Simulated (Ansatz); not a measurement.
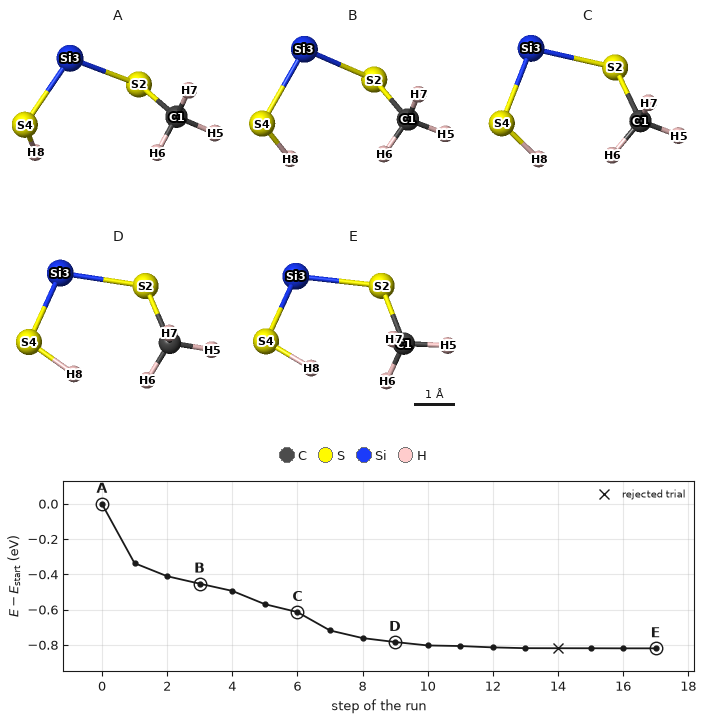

Frames of a relaxation of CH4S2Si (coarse preliminary run), marked on the history of the run. The picture is a ball-and-stick view, seen face on.

All numbers below come from Ansatz, RKS PBE-D4/def2-SVP.

The input:
```yaml
crystal:
  periodic: [false, false, false]
  atoms:
    - {symbol: C, position_ang: [0.210600, 1.227900, -0.302600]}
    - {symbol: S, position_ang: [-0.350000, 0.494000, 1.234900]}
    - {symbol: Si, position_ang: [0.727800, -1.342600, 1.267600]}
    - {symbol: S, position_ang: [-0.001200, -2.590700, -0.244200]}
    - {symbol: H, position_ang: [-0.332300, 2.235400, -0.426700]}
    - {symbol: H, position_ang: [-0.123500, 0.672000, -1.172300]}
    - {symbol: H, position_ang: [1.270100, 1.439000, -0.325500]}
    - {symbol: H, position_ang: [-1.309200, -2.192000, -0.086900]}
basis:
  gaussian: {orbitals: def2-SVP}
hamiltonian: {xc: pbe, dispersion: d4}
relax: {f_tol: 0.03, max_steps: 250}
```

Command:
```bash
ansatz run in.yaml --threads 4 --pin off --events-out ev --progress --plain --max-ram 8704MiB
```

What happens along the run?

The energy falls by 0.819 eV in 16 accepted moves (17 points after the start). Largest force component: 1.7 eV/Å at the start, 0.0099 eV/Å at the end. The line search rejected the trial step at point 14 of the run. H8 moves most after the best rigid fit: 1.73 Å. By element the largest moves are H 1.73 Å, Si 0.85 Å, S 0.56 Å, C 0.27 Å. Some distances before and after: Si3–S4 2.092 → 2.180 Å, C1–H5 1.151 → 1.107 Å, S2–Si3 2.130 → 2.167 Å, C1–S2 1.794 → 1.830 Å. Among the angles between lasting bonds that change: C1–S2–Si3 102.0° → 112.3°, Si3–S4–H8 94.3° → 103.5°, H5–C1–H6 102.5° → 108.8°. Groups turn about S2–Si3 by about 70°, Si3–S4 by about 35°. The run took 19 s on 4 threads of Intel Xeon Platinum 8375C @ 2.90GHz (shared host). From step 0 to 3: H8 moves most (0.57 Å), energy −0.452 eV. From step 3 to 6: H8 moves most (0.51 Å), energy −0.161 eV. From step 6 to 9: H8 moves most (0.58 Å), energy −0.170 eV. From step 9 to 17: H7 moves most (0.31 Å), energy −0.036 eV.

| step | E − E(0), eV | largest force component, eV/Å | note |
| --- | --- | --- | --- |
| 0 | 0.0000 | 1.7393 |  |
| 1 | -0.3360 | 0.6428 |  |
| 2 | -0.4100 | 0.5975 |  |
| 3 | -0.4524 | 0.4859 |  |
| 4 | -0.4932 | 0.2826 |  |
| 5 | -0.5685 | 0.4192 |  |
| 6 | -0.6134 | 0.6319 |  |
| 7 | -0.7176 | 0.3529 |  |
| 8 | -0.7607 | 0.2069 |  |
| 9 | -0.7832 | 0.5095 |  |
| 10 | -0.8025 | 0.1736 |  |
| 11 | -0.8059 | 0.2094 |  |
| 12 | -0.8136 | 0.1077 |  |
| 13 | -0.8180 | 0.0412 |  |
| 14 | -0.8160 | 0.1668 | rejected |
| 15 | -0.8185 | 0.0243 |  |
| 16 | -0.8189 | 0.0406 |  |
| 17 | -0.8190 | 0.0099 |  |
